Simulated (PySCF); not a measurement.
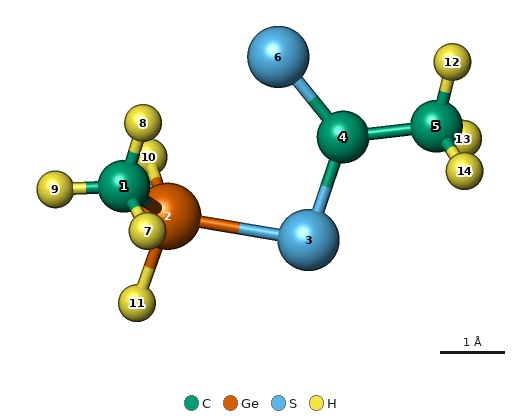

Figure 1. The input geometry (ball-and-stick view, seen at a tilt; atoms are numbered from 1 in the order of the input). Sticks mark near contacts.

**Run report: C3H8GeS2, excited-state calculation**

- system: C3H8GeS2
- method: TDDFT B3LYP/def2-SVPD, vertical, gas phase, core orbitals frozen in the response (PySCF 2.14.0)

The geometry comes from this level: GFN2-xTB.

## Log
```
coarse grid: 55368 points
cycle   1  E = -2991.9595135397  dE = -1.087e-01  |g| = 6.058e-01  |ddm| = 5.097e+00
cycle   2  E = -2991.8673324275  dE =  9.218e-02  |g| = 8.624e-01  |ddm| = 1.790e+00
cycle   3  E = -2992.0188260478  dE = -1.515e-01  |g| = 2.146e-01  |ddm| = 1.225e+00
cycle   4  E = -2992.0323462893  dE = -1.352e-02  |g| = 3.744e-02  |ddm| = 3.302e-01
cycle   5  E = -2992.0327031375  dE = -3.568e-04  |g| = 1.332e-02  |ddm| = 7.481e-02
cycle   6  E = -2992.0327588797  dE = -5.574e-05  |g| = 3.044e-03  |ddm| = 2.819e-02
cycle   7  E = -2992.0327611764  dE = -2.297e-06  |g| = 1.247e-03  |ddm| = 6.389e-03
final grid: 113136 points
cycle   8  E = -2992.0327258393  dE =  9.144e-07  |g| = 2.152e-03  |ddm| = 1.068e-02
cycle   9  E = -2992.0327222455  dE =  3.594e-06  |g| = 3.874e-03  |ddm| = 9.901e-03
cycle  10  E = -2992.0327273894  dE = -5.144e-06  |g| = 2.471e-04  |ddm| = 6.481e-03
cycle  11  E = -2992.0327274077  dE = -1.825e-08  |g| = 6.527e-05  |ddm| = 4.421e-04
cycle  12  E = -2992.0327274088  dE = -1.171e-09  |g| = 8.684e-06  |ddm| = 9.425e-05
cycle  13  E = -2992.0327274089  dE = -1.728e-11  |g| = 4.346e-06  |ddm| = 2.186e-05
```

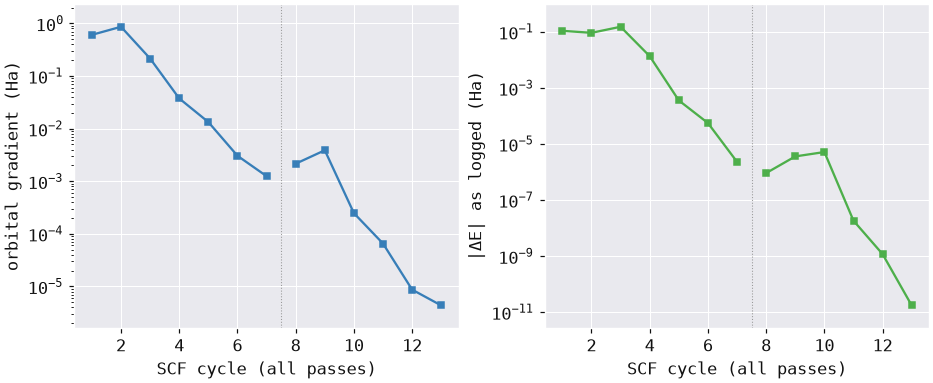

Figure 2. Convergence of the self-consistent field: orbital gradient and size of the energy change against the SCF cycle. The dotted line marks the change from a coarse to the final integration grid. The first 7 cycles use a coarse grid, the final grid takes over at cycle 8, and the field converges after 13 cycles in all.

```
converged SCF energy = -2992.0327274089

Static polarisability (au): isotropic 112.061, principal 86.580 118.526 131.079

Singlet excitations
state   eV       nm        f      main configurations
  1   2.7551    450.0   0.00002   H->L 1.00
  2   4.3887    282.5   0.10949   H-1->L 0.93
  3   4.7799    259.4   0.00478   H->L+1 0.98
  4   5.2574    235.8   0.00134   H-2->L 0.83, H-3->L 0.09
  5   5.3343    232.4   0.00351   H-1->L+1 0.92
  6   5.6973    217.6   0.06991   H->L+2 0.97
  7   5.8505    211.9   0.00170   H->L+3 0.90
  8   5.9655    207.8   0.08000   H-3->L 0.74, H-2->L 0.08

Triplet excitations (Tamm-Dancoff, eV): 2.3937 2.9279 4.5505
```

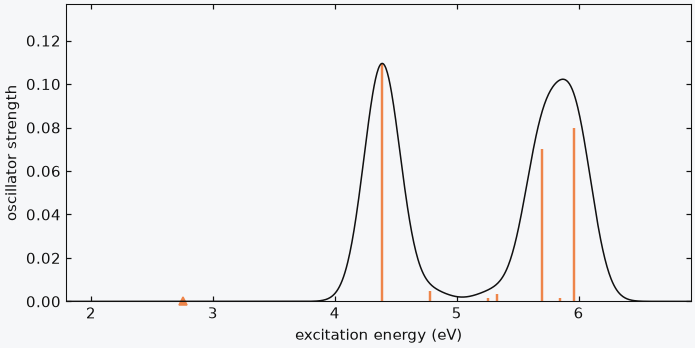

Figure 3. Computed excitations as sticks (degenerate states added up, dark ones marked on the axis), with a Gaussian envelope of 0.35 eV full width at half maximum, scaled to the tallest. Of the 8 states the lowest lies at 2.76 eV (f = 0.000); the strongest line is at 4.39 eV, or 283 nm (f = 0.109).

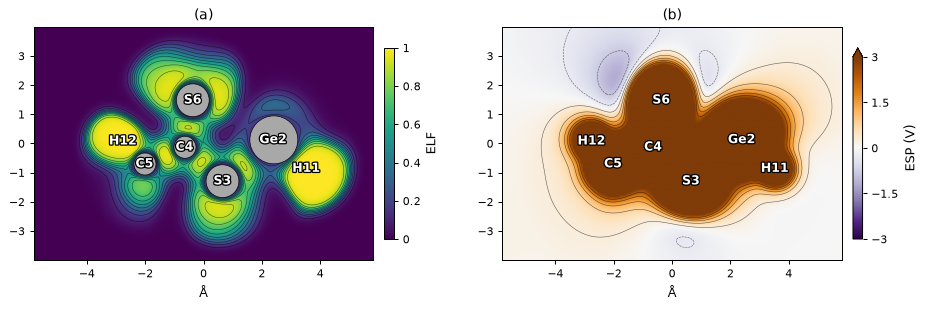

Figure 4. (a) electron localisation function; (b) molecular electrostatic potential on the plane of atoms Ge2, S3 and C4. Grey discs, where drawn, cover atomic cores. The section cuts through Ge, S, C and H sites. C–C (1.49 Å): the ELF peaks at about 0.95 between the atoms (a shared electron pair). Ge–S (2.26 Å): the ELF peaks at about 0.90 in the valence shell of S, 0.9 Å from its nucleus, and is about 0.80 at the midpoint. C–H (1.09 Å): the ELF climbs to about 1 towards the hydrogen, as it does in any bond to H (a covalent bond by its length). C–S (1.73 Å): the ELF peaks at about 0.90 between the atoms (a shared electron pair).

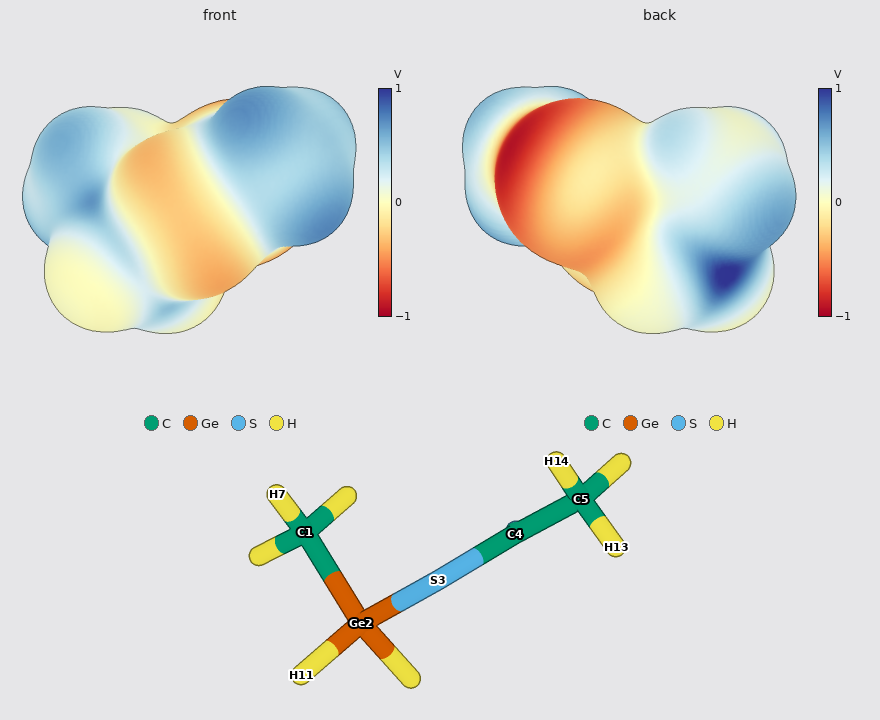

Figure 5. The molecular electrostatic potential painted on the density surface at 0.001 e/bohr³, seen at a tilt and from behind; red is negative and blue positive. The bare structure is drawn below in the same view.

The run was set up as follows.

## Input file
```
{"job": {"kind": "uv", "xc": "B3LYP", "basis": "def2-SVPD", "nstates": 8, "ntriplets": 3}, "charge": 0, "multiplicity": 1}
C     -2.407312     0.583712     0.351424
Ge    -1.420243    -1.090435     0.007897
S      0.677284    -1.006430     0.842527
C      1.377805     0.100124    -0.291127
C      2.821114     0.393808    -0.080414
S      0.527518     0.761833    -1.519862
H     -2.295320     0.864384     1.396460
H     -2.043481     1.394915    -0.271631
H     -3.462115     0.429514     0.145441
H     -1.349542    -1.576975    -1.412664
H     -1.987581    -2.219613     0.842848
H      3.137285     1.210193    -0.725240
H      3.412753    -0.492593    -0.314806
H      3.011157     0.647089     0.962178
```

The first line tells a small driver script what to run in PySCF; the rest is the geometry in Å.

Run as:
```bash
OMP_NUM_THREADS=1 python <driver script> task.json out
```

## Key numbers

| quantity | value |
| --- | --- |
| outcome | converged |
| total energy | −2992.032727 hartree |
| HOMO | −6.26 eV |
| LUMO | −2.20 eV |
| dipole moment | 1.01 D |
| mean polarisability | 112.06 a.u. |
| lowest singlet excitation | 2.76 eV |
| hardware | 1 CPU thread, shared host |
| wall time | 87 s |
| peak memory | 0.91 GiB |

## Notes

Spin–orbit coupling is left out, which matters for the heavy atoms.
